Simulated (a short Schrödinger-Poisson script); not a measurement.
Stack: gated Al0.3Ga0.7As/GaAs modulation-doped gas, at 300 K.

| layer | material | thickness (nm) | Nd (cm⁻³) | Na (cm⁻³) |
|---|---|---|---|---|
| 1 | Al0.3Ga0.7As | 10 | - | - |
| 2 | Al0.3Ga0.7As | 20 | 1.6e18 | - |
| 3 | Al0.3Ga0.7As | 2 | - | - |
| 4 | GaAs | 6000 | - | 2e14 |

The device is made up for the run: typed textbook-type constants, with dimensions and the other settings drawn at random. Al0.3Ga0.7As: permittivity 12.05, conduction-band edge (eV) 0.237, gap (eV) 1.798, electron mass (mₑ) 0.0919, Nv at 300 K (cm⁻³) 9e18. GaAs: permittivity 12.9, conduction-band edge (eV) 0, gap (eV) 1.424, Nv at 300 K (cm⁻³) 9e18.

Channel valleys (confinement mass, in-plane density-of-states mass, number): Γ 0.067, 0.067, 1. At the gate the conduction-band edge of layer 1 lies 0.99 eV − eVg above the Fermi level of the channel; the field vanishes at the back. Donor level 0.02 eV below the band edge. The barrier under the gate holds no holes. Gaps are held at their typed values at every temperature. Mesh 0.08 nm at interfaces.

From a short Schrödinger-Poisson script (our own, NumPy): 1D Poisson equation in equilibrium, electrons quantum, Hartree (BenDaniel-Duke, 40 states a valley, the channel's in-plane mass for all, wave functions free to enter the barrier), parabolic valleys, classical holes, donors ionised by Fermi statistics, acceptors fully, no traps, pinning or gate leakage.

Only gate voltages with over 1e8 electrons/cm² are shown.

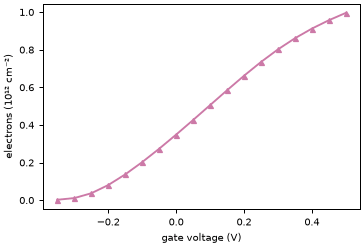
Figure. Sheet density against gate voltage

```
Vg (V)  electrons (cm⁻²)  in the channel layer  C (μF/cm²)  Γ E0 (meV)  Γ E1 (meV)
------  ----------------  --------------------  ----------  ----------  ----------
0.5              9.96e11               9.33e11       0.450        -9.0        35.9
0.45             9.57e11               9.05e11       0.420        -7.5        36.7
0.4              9.12e11               8.70e11       0.390        -5.7        37.7
0.35             8.61e11               8.27e11       0.362        -3.4        39.1
0.3              8.01e11               7.74e11       0.335        -0.5        40.7
0.25             7.34e11               7.13e11       0.312         3.0        42.8
0.2              6.61e11               6.45e11       0.294         7.2        45.3
0.15             5.84e11               5.72e11       0.281        12.2        48.3
0.1              5.05e11               4.96e11       0.270        17.8        51.8
0.05             4.26e11               4.19e11       0.260        24.2        56.0
0                3.48e11               3.44e11       0.250        31.6        60.9
-0.05            2.73e11               2.70e11       0.237        40.3        67.0
-0.1             2.02e11               2.00e11       0.221        50.7        74.6
-0.15            1.37e11               1.36e11       0.198        63.9        84.7
-0.2             8.03e10               7.99e10       0.165        81.1        98.9
-0.25            3.66e10               3.65e10       0.115       105.0       119.9
-0.3             1.10e10               1.10e10      0.0546       138.9       151.7
-0.35             2.15e9                2.15e9      0.0164       182.7       194.6
```

Subbands count from the Fermi level.
